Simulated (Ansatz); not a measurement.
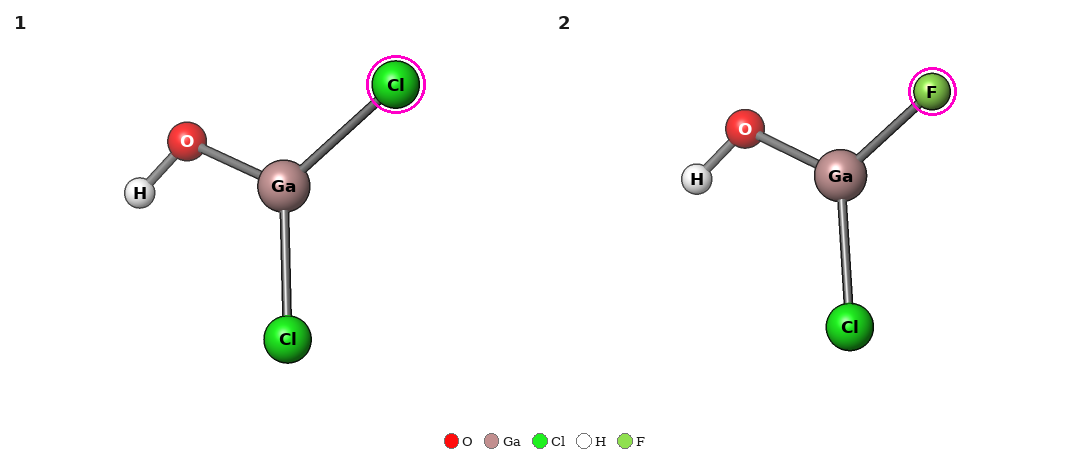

2 molecules with one skeleton, seen from the same side and at one scale; the atom that differs is circled. Charge 0, singlet. Computed geometries: PBE0-D4/def2-TZVP optimisations, one conformation each. Properties computed with Ansatz 0.2.0.

One atom differs, called X below: Cl in panel 1, F in panel 2. Their formulas are Cl2GaHO (`[OH][Ga]([Cl])[Cl]`), ClFGaHO (`[OH][Ga]([F])[Cl]`).

In which is the dipole moment larger (PBE-D4/def2-TZVPP)?

In panel 2 (X = F).

In which is the length of X–Ga larger (PBE0-D4/def2-TZVP)?

In panel 1 (X = Cl).

Give the values. With PBE0-D4/def2-TZVP: length of X–Ga (Å), angle X–Ga–Cl (°). With PBE-D4/def2-TZVPP: dipole moment (D), HOMO energy (Kohn–Sham orbital) (eV), HOMO–LUMO gap (eV).

```
                            quantity  1 (Cl)  2 (F)   2 − 1
                  length of X–Ga (Å)   2.109  1.733  −0.376
                   angle X–Ga–Cl (°)   120.6  118.5    −2.1
                   dipole moment (D)    1.40   2.16   +0.76
HOMO energy (Kohn–Sham orbital) (eV)   −7.90  −8.05   −0.15
                  HOMO–LUMO gap (eV)    5.39   5.43   +0.04
```
